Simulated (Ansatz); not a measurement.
## Run report: BH3ClF, phonon calculation

- system: BH3ClF
- method: UKS PBE0-D4/def2-SVP (Ansatz 0.2.0)

It belongs to a series of runs on one base structure; here: vibrations at the highest image of the band. Figures and captions count atoms from 1; the log counts them from 0 in places.

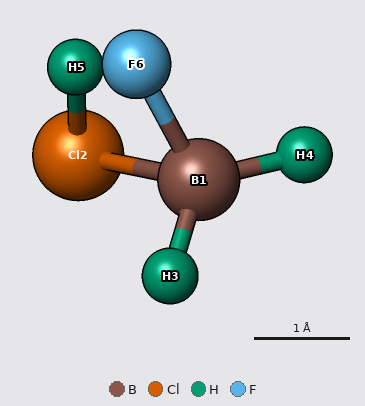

Figure 1. The structure (ball-and-stick view, seen at a tilt; atoms are numbered from 1 in the order of the input).

### Input file
```yaml
crystal:
  periodic: [false, false, false]
  atoms:
    - { symbol: B, position_ang: [-0.08532, 0.286426, -0.450596] }
    - { symbol: Cl, position_ang: [0.854656, -1.372575, 0.229268] }
    - { symbol: H, position_ang: [0.749656, 1.091667, -0.759696] }
    - { symbol: H, position_ang: [-0.98877, -0.057352, -1.162442] }
    - { symbol: H, position_ang: [0.04482, -0.474707, 1.163648] }
    - { symbol: F, position_ang: [-0.575042, 0.526441, 0.979919] }
magnetization:
  spin_polarized: true
basis:
  gaussian: { orbitals: def2-SVP }
hamiltonian:
  xc: pbe0
  dispersion: d4
phonons: {}
```

Launch command:
```bash
ansatz run input.yaml --threads 2 --pin off --max-ram 3072MiB --backend cpu --events-out ev --progress --plain --runs-dir out
```

### Log
```
Engine: ansatz 0.2.0, x86_64-unknown-linux-gnu
Functional definition: PBE0
  parameter a = 0.25
  parameter kappa = 0.804
  parameter beta = 0.06672455060314922
  exchange = (1 - a)*pbe_x(kappa = kappa, mu = beta*pi^2/3) + a*exact_x
  correlation = pbe_c(beta = beta)
643 factors; integrals over basis functions are off by at most 3.2e-4 eV
mean field evaluation 1: about -15949.5683 eV, gradient 1.4e1 eV
mean field evaluation 2: about -15949.4368 eV, gradient 1.7e1 eV
mean field evaluation 4: about -15950.4426 eV, gradient 5.8e-1 eV
mean field evaluation 8: about -15950.4762 eV, gradient 1.7e-2 eV
mean field -15950.47616467 eV, -586.1691874305 hartree, gradient 1.0e-5 eV, S^2 0.000000; 0 other end points of the search recorded, 0 dependent functions left out
the calculation of the forces begins
reference -15950.47618399 eV, -586.1691881407 hartree; 17, 17 occupied and 44, 44 virtual orbitals, 643 factors
these checks for a lower state are left out or cut short: stability, starts, cluster_reference, orbital_swaps, neighbouring_geometries, increment
643 factors; integrals over basis functions are off by at most 3.2e-4 eV
mean field evaluation 16: about -15950.4760 eV, gradient 9.1e-2 eV
mean field -15950.47605643 eV, -586.1691834527 hartree, gradient 2.1e-6 eV, S^2 0.000000; 0 other end points of the search recorded, 0 dependent functions left out
[... from here on the field's lines of each further geometry are left out, up to the last ...]
the calculation of the forces begins
reference -15950.47614120 eV, -586.1691865680 hartree; 17, 17 occupied and 44, 44 virtual orbitals, 643 factors
these checks for a lower state are left out or cut short: stability, starts, cluster_reference, orbital_swaps, neighbouring_geometries, increment
643 factors; integrals over basis functions are off by at most 3.2e-4 eV
mean field -15950.47612484 eV, -586.1691859669 hartree, gradient 7.4e-7 eV, S^2 0.000000; 0 other end points of the search recorded, 0 dependent functions left out
the calculation of the forces begins
reference -15950.47614417 eV, -586.1691866772 hartree; 17, 17 occupied and 44, 44 virtual orbitals, 643 factors
WARN: phonons: modes at or below zero, which the zero-point energy, F, S and C_V leave out: 1, the lowest at -852.02 cm⁻¹. A minimum has none, and a first-order saddle one
Total energy: -15950.53958601 eV, -586.1715181219 hartree
Atom 0 at    -0.085320     0.286426    -0.450596 Å, force     0.000255     0.002351     0.004076 eV/Å
Atom 1 at     0.854656    -1.372575     0.229268 Å, force    -0.002070     0.001968    -0.000599 eV/Å
Atom 2 at     0.749656     1.091667    -0.759696 Å, force    -0.000021     0.000177    -0.002821 eV/Å
Atom 3 at    -0.988770    -0.057352    -1.162442 Å, force     0.000545    -0.000769    -0.001544 eV/Å
Atom 4 at     0.044820    -0.474707     1.163648 Å, force    -0.001649     0.001087     0.002763 eV/Å
Atom 5 at    -0.575042     0.526441     0.979919 Å, force     0.002940    -0.004814    -0.001876 eV/Å
Dipole moment:     0.008753    -0.072710     0.169781 e Å
Vibrations: -852.02 495.28 548.89 708.00 781.13 881.82 933.19 1161.36 1244.31 1612.94 2627.02 2759.18 cm⁻¹, zero-point energy 0.852585 eV
```

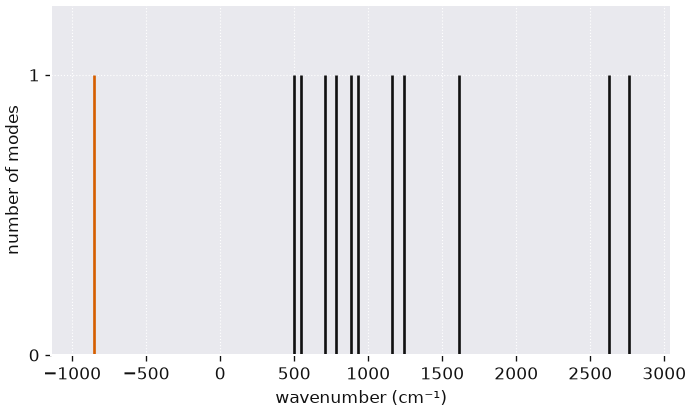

Figure 2. Harmonic vibrational wavenumbers from the force constants; neighbouring modes closer than 16 cm⁻¹ are counted in one stick, and imaginary ones are drawn at negative wavenumbers. 12 modes from 852i to 2759 cm⁻¹, 1 imaginary beyond 8i (852i cm⁻¹): a first-order saddle point, if the geometry is stationary.

### Summary

| quantity | value |
| --- | --- |
| outcome | converged |
| total energy | −15950.5396 eV |
| mean-field energy | −15950.4762 eV |
| largest force (length of the vector) | 0.006 eV/Å |
| hardware | 2 threads of Intel Xeon (Sapphire Rapids), 16 GiB of memory available, shared host |
| wall time | 20 s (CPU time 38 s) |
| peak memory | 0.16 GiB |
